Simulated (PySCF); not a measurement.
Consider C₆H₁₃FOSi₂.

```tsv
atom	x (Å)	y (Å)	z (Å)
C	1.9805	-1.6754	-0.0950
O	1.0146	-0.6575	-0.0839
C	1.4395	0.6333	0.1262
Si	3.1141	1.0649	0.9069
C	0.5231	1.5485	-0.2122
F	0.8045	2.8636	0.0105
Si	-1.1582	1.1280	-0.9636
C	-2.2290	0.2726	0.3274
C	-3.4486	-0.4916	-0.1072
C	-2.2615	-1.2276	0.4146
H	1.4303	-2.6064	-0.2296
H	2.6874	-1.5526	-0.9219
H	2.5374	-1.7192	0.8460
H	3.1792	0.4557	2.2418
H	3.2236	2.5126	0.9903
H	4.1909	0.5170	0.0724
H	-0.9448	0.2460	-2.1160
H	-1.7779	2.3910	-1.3820
H	-2.3276	0.7870	1.2771
H	-4.3352	-0.4401	0.5081
H	-3.6612	-0.5511	-1.1641
H	-1.6606	-1.7902	-0.2825
H	-2.3251	-1.6815	1.3928
```

Geometry: GFN2-xTB.

The calculation used PBE0/pcSseg-1, SCF density, gas phase, non-relativistic in PySCF 2.14.0.

**What can the converged electron density and electron localisation function tell about the bonding?**

C–C (1.34 Å): the density is about 2.3 e/Å³ at the midpoint; the ELF peaks at about 0.95 between the atoms: a short, multiple covalent bond.
C–F (1.36 Å): the density is about 2.2 e/Å³ at the midpoint, with its minimum of 1.7 e/Å³ about 0.5 Å from C; the ELF peaks at about 0.85 between the atoms, as expected for a shared but strongly polarised pair.
C–O (1.38 Å): ρ at the midpoint is about 2.2 e/Å³, with its minimum of 1.9 e/Å³ about 0.5 Å from C; the ELF peaks at about 0.90 between the atoms; a shared but strongly polarised pair.
C–Si (1.90 Å): ρ at the midpoint is about 0.91 e/Å³; the ELF peaks at about 0.95 between the atoms, as expected for a covalent bond.

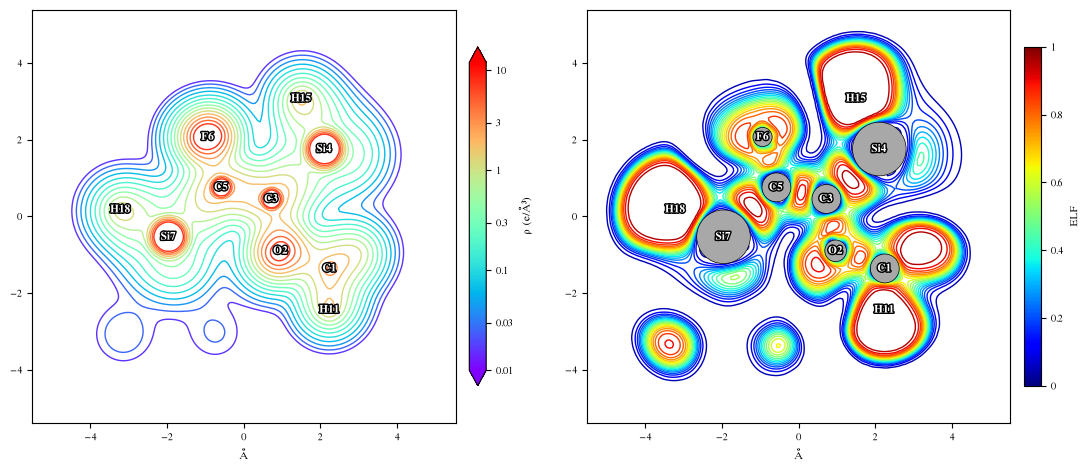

Computed electron density and electron localisation function on the plane of atoms C3, C5 and F6, in this order. Grey discs cover the atomic cores in the ELF map. 
